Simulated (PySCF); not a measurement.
# TiH₂: triplet, from a bent start

Where does triplet TiH₂ go from a bent start, is the end point a minimum, and what are its modes, charges and moments?

Method: PBE, basis Ti def2-TZVP, H def2-TZVP, no relativity, density fitting; program: PySCF 2.14.0.

### Step 1. Where the work starts

3 atoms, charge 0, spin multiplicity 3.

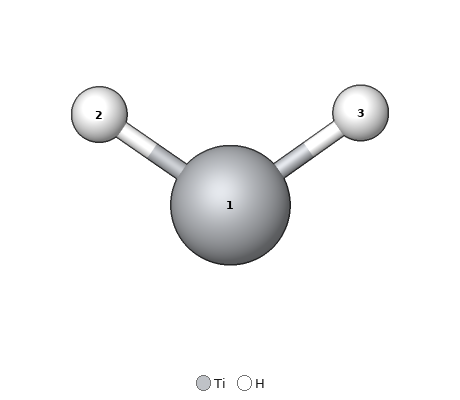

The starting geometry (titanium light grey, hydrogen white); atoms are numbered from 1 in the order of the file.

Coordinates in bohr (charge 0 multiplicity 3):
```
Ti    0.0000    0.0000    0.0000
H     2.6006    0.0000    1.8209
H    -2.6006    0.0000    1.8209
```

### Step 2. Finding the electronic state

The steps below are one call of a driver around PySCF. For each, scf.py gives the equivalent set-up of the SCF; relaxations use the driver's own optimiser. After this first run the driver tries any further starts and a stability analysis.

Contents of scf.py:

```python
from pyscf import gto, scf, dft
mol = gto.M(atom='''
Ti     0.000000     0.000000     0.000000
H      1.376200     0.000000     0.963600
H     -1.376200     0.000000     0.963600''',
    basis={'Ti': 'def2-TZVP', 'H': 'def2-TZVP'},
    charge=0, spin=2)
mf = dft.UKS(mol, xc='PBE')
mf.grids.atom_grid = (50, 194)
aux = {'Ti': 'def2-universal-JKFIT', 'H': 'def2-universal-JKFIT'}
mf = mf.density_fit(auxbasis=aux)
mf.conv_tol = 1e-08
mf.diis_space = 10
mf.max_cycle = 60
mf.init_guess = 'minao'
mf.verbose = 4
mf.kernel()
```

On the command line:

```bash
> OMP_NUM_THREADS=2 python axn.py task.json out
```

The log of the run:

```text
init E= -850.070225474908
[... the frontier-level lines of each cycle are left out ...]
cycle= 1 E= -850.234757627987  delta_E= -0.165  |g|= 0.291  |ddm|= 1.41
cycle= 2 E= -850.010012923395  delta_E= 0.225  |g|= 0.713  |ddm|= 1.58
cycle= 3 E= -850.264427500613  delta_E= -0.254  |g|= 0.262  |ddm|= 1.42
cycle= 4 E= -850.297563178188  delta_E= -0.0331  |g|= 0.0553  |ddm|= 0.195
cycle= 5 E= -850.298134445322  delta_E= -0.000571  |g|= 0.0417  |ddm|= 0.119
cycle= 6 E= -850.299088791215  delta_E= -0.000954  |g|= 0.00507  |ddm|= 0.0615
cycle= 7 E= -850.299105732022  delta_E= -1.69e-05  |g|= 0.000939  |ddm|= 0.012
cycle= 8 E= -850.299106547883  delta_E= -8.16e-07  |g|= 0.00028  |ddm|= 0.00224
cycle= 9 E= -850.299106660795  delta_E= -1.13e-07  |g|= 8.03e-05  |ddm|= 0.000766
cycle= 10 E= -850.299106672168  delta_E= -1.14e-08  |g|= 5.75e-05  |ddm|= 0.000483
cycle= 11 E= -850.299106675141  delta_E= -2.97e-09  |g|= 3.42e-05  |ddm|= 0.000211
Extra cycle  E= -850.2991066761  delta_E= -9.6e-10  |g|= 3.02e-05  |ddm|= 0.00014
converged SCF energy = -850.2991066761  <S^2> = 2.0117508  2S+1 = 3.0078237
```

This step, with its further starts and checks, ran for 6.5 s (2 threads of Arm Neoverse V2, shared host).

Energies from each starting density:

```tsv
start	energy (Eh)
the minimal-basis guess	-850.299107
a thermally smeared density	-850.310294
a smeared PBE density	-850.307755
```

This is not the lowest solution: one lies 29.4 kJ/mol lower, at -850.31029 Eh, and the relaxation starts from that.

### Step 3. Bent start, triplet: relaxation

The program finds C2v symmetry in the start, which this walk keeps. Threshold on the gradient: 0.0003 Eh/bohr, with a further test on the energy change.

Edit scf.py of step 2 so:

```diff
@@ -3,3 +3,3 @@
-Ti     0.000000     0.000000     0.000000
-H      1.376200     0.000000     0.963600
-H     -1.376200     0.000000     0.963600''',
+Ti     0.000000     0.000000    -0.038874
+H      1.376200     0.000000     0.924726
+H     -1.376200     0.000000     0.924726''',
@@ -15 +14,0 @@
-mf.init_guess = 'minao'
```

Energy and gradient, step by step:

```tsv
step	energy (Eh)	change (kJ/mol)	largest symmetric gradient (Eh/bohr)
0	-850.310294	0.00	0.01228
1	-850.311487	-3.13	0.00800
2	-850.312513	-5.83	0.00094
3	-850.312526	-5.86	0.00099
4	-850.312532	-5.88	0.00062
5	-850.312534	-5.88	0.00012
```

The walk took 3.5 s.

Positions (Å) and forces (eV/Å) along the way:

```
step 0
Ti   0.000   0.000  -0.039   0.000   0.000  -0.524
H    1.376   0.000   0.925   0.631   0.000   0.262
H   -1.376   0.000   0.925  -0.631   0.000   0.262
step 1
Ti   0.000   0.000  -0.030   0.000   0.000  -0.290
H    1.413   0.000   0.920   0.412   0.000   0.145
H   -1.413   0.000   0.920  -0.412   0.000   0.145
step 3
Ti   0.000   0.000   0.000   0.000   0.000   0.051
H    1.497   0.000   0.905  -0.013   0.000  -0.025
H   -1.497   0.000   0.905   0.013   0.000  -0.025
step 5
Ti   0.000   0.000   0.007   0.000   0.000   0.006
H    1.501   0.000   0.902  -0.005   0.000  -0.003
H   -1.501   0.000   0.902   0.005   0.000  -0.003
```

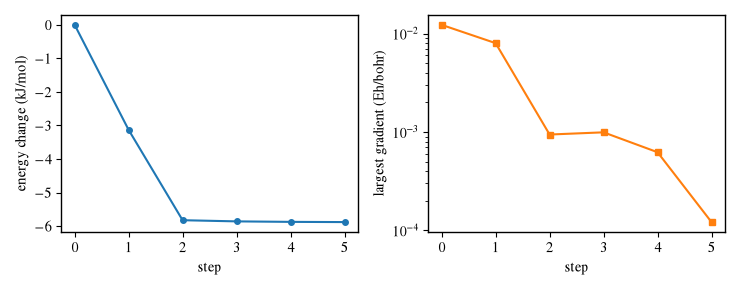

Energy and largest gradient along the walk.

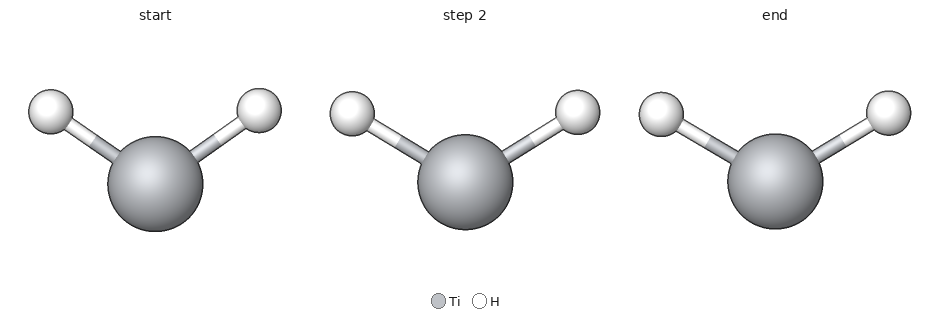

Start and end of the relaxation, with a step between.

End point (C2v, 5 steps, 5.9 kJ/mol gained): Ti–H 1.748 Å (×2); H–Ti–H 118.4°.

### Step 4. Frequencies

On the finer grid the gradient is checked again; gradients at displacements of ±0.02 bohr then give force constants and infrared intensities.

Edit scf.py of step 3 so:

```diff
@@ -3,3 +3,3 @@
-Ti     0.000000     0.000000    -0.038874
-H      1.376200     0.000000     0.924726
-H     -1.376200     0.000000     0.924726''',
+Ti     0.000000     0.000000    -0.036196
+H      1.501122     0.000000     0.859119
+H     -1.501122     0.000000     0.859119''',
@@ -9 +9 @@
-mf.grids.atom_grid = (50, 194)
+mf.grids.atom_grid = (75, 302)
@@ -12 +12 @@
-mf.conv_tol = 1e-08
+mf.conv_tol = 1e-10
```

This SCF starts from the last density.

SCF at the final geometry:

```text
init E= -850.31255725776
[... the frontier-level lines of each cycle are left out ...]
cycle= 1 E= -850.312557257679  delta_E= 8.15e-11  |g|= 1.35e-05  |ddm|= 1.43e-05
cycle= 2 E= -850.312557256748  delta_E= 9.3e-10  |g|= 4.52e-05  |ddm|= 4.83e-05
cycle= 3 E= -850.312557257765  delta_E= -1.02e-09  |g|= 5.69e-07  |ddm|= 3.74e-05
cycle= 4 E= -850.31255725777  delta_E= -5e-12  |g|= 2.45e-08  |ddm|= 6.53e-07
Extra cycle  E= -850.31255725777  delta_E= -4.55e-13  |g|= 3.08e-08  |ddm|= 9.7e-08
converged SCF energy = -850.31255725777  <S^2> = 2.0158297  2S+1 = 3.0105347
```

The whole step took 11 s.

Geometry: C2v; Ti–H 1.748 Å (×2); H–Ti–H 118.4°.

Modes, for the most abundant isotopes:

| symmetry | ω (cm⁻¹) | IR (km/mol) | μ (u) | type |
| --- | --- | --- | --- | --- |
| a1 | 593 | 96.0 | 1.04 | bend |
| b2 | 1576 | 462 | 1.04 | stretch |
| a1 | 1592 | 142 | 1.02 | stretch |

All wavenumbers are real: a minimum.

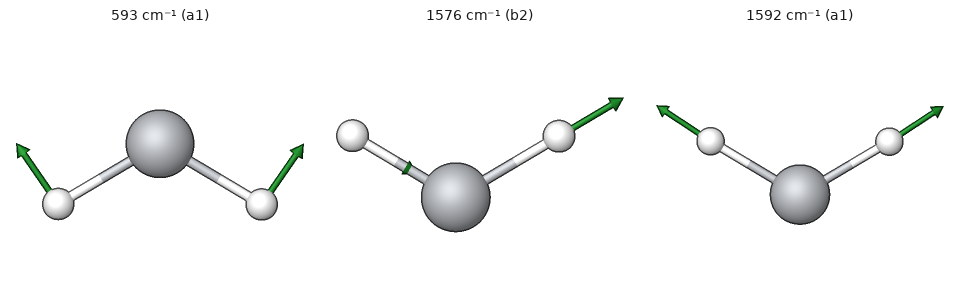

How the atoms move in 3 of the modes.

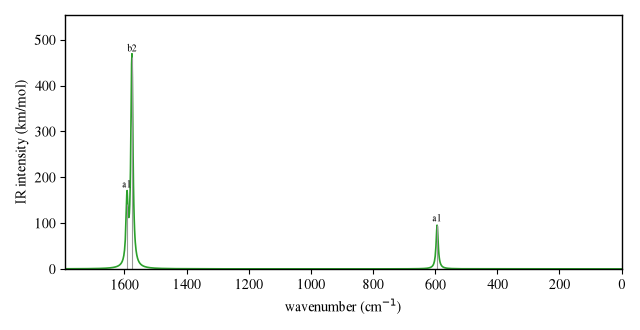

The harmonic infrared spectrum (widths in cm⁻¹). Lines are broadened to a width of 8 cm⁻¹ (Lorentzian).

Constants and moments:

- Dipole moment: 2.94 D
- Highest occupied level: -4.25 eV
- Lowest empty level: -3.44 eV
- Rotational constants: 10.87, 3.712, 2.767 cm⁻¹
- Zero-point energy: 22.5 kJ/mol
- Principal polarisabilities: 49.1, 51.7, 55.7 bohr³
- Atomisation energy without zero-point energy: 550 kJ/mol
- Principal traceless quadrupole moments about the centre of mass: -4.75, 1.14, 3.61 D Å
- Entropy at 298.15 K and 1 bar (electronic part: spin only): 227.2 J/(mol K)
- Heat capacity Cp at 298.15 K: 38.1 J/(mol K)
- Enthalpy at 298.15 K above 0 K: 10.36 kJ/mol
- Rotational symmetry number: 2
- Spin squared ⟨S²⟩: 2.016

Charges (e) and bond orders:

```tsv
atom	Mulliken	Löwdin	polar tensor	spin (Mulliken)	Mayer order to Ti1
Ti1	0.38	0.31	0.79	2.18	–
H2,3	-0.19	-0.15	-0.39	-0.09	0.95
```

Outer orbital energies (eV). α occupied: -60.73, -37.88, -37.78, -37.69, -7.00, -6.22, -4.28, -4.25; empty: -3.44, -3.35, -2.66, -1.77. β occupied: -441.69, -441.64, -59.33, -36.44, -36.42, -36.28, -6.86, -6.12; empty: -2.65, -2.61, -2.44, -2.05.

Mulliken populations on Ti1: s 6.91, p 12.22, d 2.48, f 0.00.

### Step 5. What came out

| quantity | value |
| --- | --- |
| minimum | triplet, C2v |
| geometry | Ti–H 1.748 Å (×2); H–Ti–H 118.4° |
| wavenumbers (cm⁻¹) | 593 (a1), 1576 (b2), 1592 (a1) |
| dipole moment | 2.94 D |
| highest occupied, lowest empty level (either spin) | -4.25, -3.44 eV |
| polar-tensor charge of Ti1 | +0.79 e |
| zero-point energy | 22.5 kJ/mol |
| entropy at 298.15 K | 227.2 J/(mol K) |
| atomisation energy (no zero-point energy) | 550 kJ/mol |
| ⟨S²⟩ | 2.016 |

What this shows: The bent start keeps its C2v symmetry and ends in a minimum. The strongest infrared band lies at 1576 cm⁻¹ (b2, stretch). Most of the spin sits on Ti1 (Mulliken spin 2.18, against 2 for the whole molecule). The first SCF alone would have been 29 kJ/mol too high. Other starts or spin states, not run here, may lie lower. One determinant may miss the lowest occupation of an open d or f shell.

The search up to here took 21 s.
